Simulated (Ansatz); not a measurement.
# CH₄AlNOSi: how energies converge with the basis set

How large a basis does CH₄AlNOSi need? Two functionals are run in growing sets.

Method: one geometry, several basis sets; program: Ansatz 0.2.0, Gaussian basis.

The runs, in order: PBE0-D4/def2-SVP; ωB97M-V/def2-SVP; PBE0-D4/def2-QZVPP; ωB97M-V/def2-QZVPP; the functionals' def2-TZVPP values are taken from earlier runs.

### 1 The geometry

An earlier PBE0-D4 in a triple-zeta def2 set relaxation fixed the geometry.

SMILES `[OH][Al]1[CH]=N[SiH2]1`, 9 atoms, charge 0, spin multiplicity 1.

Atoms are counted from 1 here; the program's logs count them from 0.

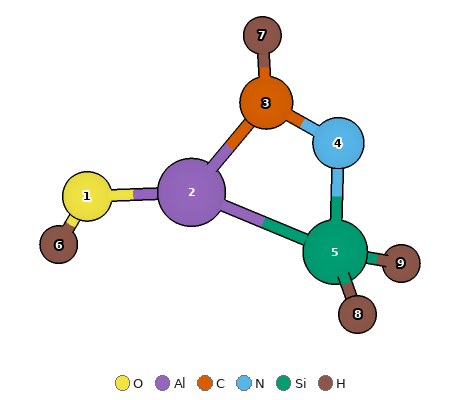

The structure; oxygen yellow, aluminium purple, carbon orange, nitrogen blue, silicon teal, hydrogen brown; atoms are numbered from 1 in the order of the file.

### 2 PBE0-D4 in def2-SVP

in.yaml reads:

```yaml
crystal:
  periodic: [false, false, false]
  atoms:
    - {symbol: O, position_ang: [-0.831068, 2.176575, -1.389775]}
    - {symbol: Al, position_ang: [-0.270005, 0.831727, -0.532160]}
    - {symbol: C, position_ang: [1.528807, 0.116067, -0.041372]}
    - {symbol: N, position_ang: [1.220097, -0.940331, 0.612104]}
    - {symbol: Si, position_ang: [-0.545943, -1.212938, 0.742007]}
    - {symbol: H, position_ang: [-1.742379, 2.409779, -1.558232]}
    - {symbol: H, position_ang: [2.590696, 0.361360, -0.169681]}
    - {symbol: H, position_ang: [-0.954004, -1.259215, 2.173950]}
    - {symbol: H, position_ang: [-0.907600, -2.529425, 0.146058]}
basis:
  gaussian: {orbitals: def2-SVP}
hamiltonian: {xc: pbe0, dispersion: d4}
output: {orbitals: {seedname: orbitals}}
```

The run is started by

```console
$ ansatz run in.yaml --threads 2 --pin off --events-out ev --progress --plain --max-ram 4352MiB
```

The log of the run:

```text
Functional definition: PBE0
  name "PBE0"
  cite "Adamo & Barone, J. Chem. Phys. 110, 6158 (1999) doi:10.1063/1.478522"
  cite "Perdew, Burke & Ernzerhof, Phys. Rev. Lett. 77, 3865 (1996) doi:10.1103/PhysRevLett.77.3865"
  parent pbe
  parameter a = 0.25
  parameter kappa = 0.804
  parameter beta = 0.06672455060314922
  exchange = (1 - a)*pbe_x(kappa = kappa, mu = beta*pi^2/3) + a*exact_x
  correlation = pbe_c(beta = beta)
949 factors; integrals over basis functions are off by at most 1.2e-3 eV
mean field evaluation 1: about -19085.4053 eV, gradient 6.5e1 eV
mean field evaluation 2: about -19061.8242 eV, gradient 1.2e2 eV
mean field evaluation 4: about -19093.8322 eV, gradient 1.1e1 eV
mean field evaluation 8: about -19094.2356 eV, gradient 9.9e-1 eV
mean field evaluation 16: about -19094.2381 eV, gradient 1.3e-4 eV
mean field -19094.23807694 eV, -701.7003067882 hartree, gradient 2.8e-5 eV, S^2 0.000000; 0 other end points of the search recorded, 0 dependent functions left out
reference -19094.23810768 eV, -701.7003079178 hartree; 26, 26 occupied and 72, 72 virtual orbitals, 949 factors
Total energy: -19094.41203681 eV, -701.7066996954 hartree
```

It took 1.6 s on 2 threads of Intel Xeon at 2.60GHz, shared host.

### 3 ωB97M-V in def2-SVP

Edit in.yaml of step 2 so:

```diff
@@ -14,3 +14,3 @@
   gaussian: {orbitals: def2-SVP}
-hamiltonian: {xc: pbe0, dispersion: d4}
+hamiltonian: {xc: {name: wB97M-V}}
 output: {orbitals: {seedname: orbitals}}
```

Launched as before.

The log of the run, shortened:

```text
Functional definition: wB97M-V
  name "wB97M-V"
  cite "Mardirossian & Head-Gordon, J. Chem. Phys. 144, 214110 (2016) doi:10.1063/1.4952647"
  cite "Becke, J. Chem. Phys. 107, 8554 (1997) doi:10.1063/1.475007"
  cite "Vydrov & Van Voorhis, J. Chem. Phys. 133, 244103 (2010) doi:10.1063/1.3521275"
  # Of w^i u^j: cxij and so on, Table III.
[...]
  gx(w, u) = 1 - cx + cx01*u + cx10*w
  gss(w, u) = css00 + css04*u^4 + css10*w + css20*w^2 + css43*w^4*u^3
  gos(w, u) = cos00 + cos10*w + (cos20 + cos21*u)*w^2 + (cos60 + cos61*u)*w^6
[...]
      + integral(e_c_pw_mod_opposite_spin*gos(b97_w_opposite, b97_u_opposite)) + vv10(b, c)
949 factors; integrals over basis functions are off by at most 1.2e-3 eV
299 factors; integrals over basis functions are off by at most 8.3e-6 eV
[...]
mean field -19103.27419043 eV, -702.0323778340 hartree, gradient 4.3e-5 eV, S^2 0.000000; 0 other end points of the search recorded, 0 dependent functions left out
reference -19103.27423875 eV, -702.0323796099 hartree; 26, 26 occupied and 72, 72 virtual orbitals, 949 factors
Total energy: -19103.27423875 eV, -702.0323796099 hartree
```

Run time: 6 s. Hardware: 2 threads of Intel Xeon at 2.60GHz, shared host; peak memory 0.3 GiB.

### 4 PBE0-D4 in def2-QZVPP

Edit in.yaml of step 3 so:

```diff
@@ -13,4 +13,4 @@
 basis:
-  gaussian: {orbitals: def2-SVP}
-hamiltonian: {xc: {name: wB97M-V}}
+  gaussian: {orbitals: "def2-QZVPP.json"}
+hamiltonian: {xc: pbe0, dispersion: d4}
 output: {orbitals: {seedname: orbitals}}
```

Launched as before.

The log of the run:

```text
Functional definition: PBE0
  name "PBE0"
  cite "Adamo & Barone, J. Chem. Phys. 110, 6158 (1999) doi:10.1063/1.478522"
  cite "Perdew, Burke & Ernzerhof, Phys. Rev. Lett. 77, 3865 (1996) doi:10.1103/PhysRevLett.77.3865"
  parent pbe
  parameter a = 0.25
  parameter kappa = 0.804
  parameter beta = 0.06672455060314922
  exchange = (1 - a)*pbe_x(kappa = kappa, mu = beta*pi^2/3) + a*exact_x
  correlation = pbe_c(beta = beta)
1554 factors; their error is unknown
mean field evaluation 1: about -19093.4972 eV, gradient 8.0e1 eV
mean field evaluation 2: about -19052.5897 eV, gradient 1.5e2 eV
mean field evaluation 4: about -19104.9884 eV, gradient 1.9e1 eV
mean field evaluation 8: about -19105.6679 eV, gradient 1.4e-1 eV
mean field evaluation 16: about -19105.6804 eV, gradient 1.0e-4 eV
mean field -19105.68037647 eV, -702.1208035400 hartree, gradient 2.7e-5 eV, S^2 0.000000; 0 other end points of the search recorded, 0 dependent functions left out
reference -19105.68041949 eV, -702.1208051210 hartree; 26, 26 occupied and 405, 405 virtual orbitals, 1554 factors
Total energy: -19105.85434862 eV, -702.1271968986 hartree
```

It took 11 s on 2 threads of Intel Xeon at 2.60GHz, shared host; peak memory 1.3 GiB.

### 5 ωB97M-V in def2-QZVPP

Edit in.yaml of step 4 so:

```diff
@@ -14,3 +14,3 @@
   gaussian: {orbitals: "def2-QZVPP.json"}
-hamiltonian: {xc: pbe0, dispersion: d4}
+hamiltonian: {xc: {name: wB97M-V}}
 output: {orbitals: {seedname: orbitals}}
```

The command is unchanged.

The log of the run, shortened:

```text
Functional definition: wB97M-V
  name "wB97M-V"
  cite "Mardirossian & Head-Gordon, J. Chem. Phys. 144, 214110 (2016) doi:10.1063/1.4952647"
  cite "Becke, J. Chem. Phys. 107, 8554 (1997) doi:10.1063/1.475007"
  cite "Vydrov & Van Voorhis, J. Chem. Phys. 133, 244103 (2010) doi:10.1063/1.3521275"
  # Of w^i u^j: cxij and so on, Table III.
[...]
  gx(w, u) = 1 - cx + cx01*u + cx10*w
  gss(w, u) = css00 + css04*u^4 + css10*w + css20*w^2 + css43*w^4*u^3
  gos(w, u) = cos00 + cos10*w + (cos20 + cos21*u)*w^2 + (cos60 + cos61*u)*w^6
[...]
      + integral(e_c_pw_mod_opposite_spin*gos(b97_w_opposite, b97_u_opposite)) + vv10(b, c)
1491 factors; their error is unknown
377 factors; integrals over basis functions are off by at most 9.7e-6 eV
[...]
mean field -19114.82162764 eV, -702.4567383242 hartree, gradient 4.7e-5 eV, S^2 0.000000; 0 other end points of the search recorded, 0 dependent functions left out
reference -19114.82169771 eV, -702.4567408995 hartree; 26, 26 occupied and 405, 405 virtual orbitals, 1491 factors
Total energy: -19114.82169771 eV, -702.4567408995 hartree
```

It took 24 s on 2 threads of Intel Xeon at 2.60GHz, shared host; peak memory 1.6 GiB.

### 6 Density functionals: the series

The def2-TZVPP values come from earlier runs at the same geometry.

```tsv
functional	basis	functions	energy (eV)	from the largest (eV)	HOMO (eV)	LUMO (eV)
PBE0-D4	def2-SVP	98	-19094.4120	11.442	-6.33	-1.54
PBE0-D4	def2-TZVPP	233	-19105.1235	0.731	-6.46	-1.68
PBE0-D4	def2-QZVPP	431	-19105.8543	0.000	-6.49	-1.73
ωB97M-V	def2-SVP	98	-19103.2742	11.547	-8.48	0.43
ωB97M-V	def2-TZVPP	233	-19114.1269	0.695	-8.63	0.21
ωB97M-V	def2-QZVPP	431	-19114.8217	0.000	-8.67	0.06
```

### 7 Outcome

```
                                       quantity           value
PBE0-D4: double and triple zeta above quadruple  11.44, 0.73 eV
ωB97M-V: double and triple zeta above quadruple  11.55, 0.69 eV
```

**Reading.** For PBE0-D4 the step from double to triple zeta gains 10.71 eV and the next only 0.73 eV. Total energies overstate the basis error of differences, where much of it tends to cancel.

For PBE0-D4 the largest set took about 7 times as long as the smallest (11 s against 1.6 s).
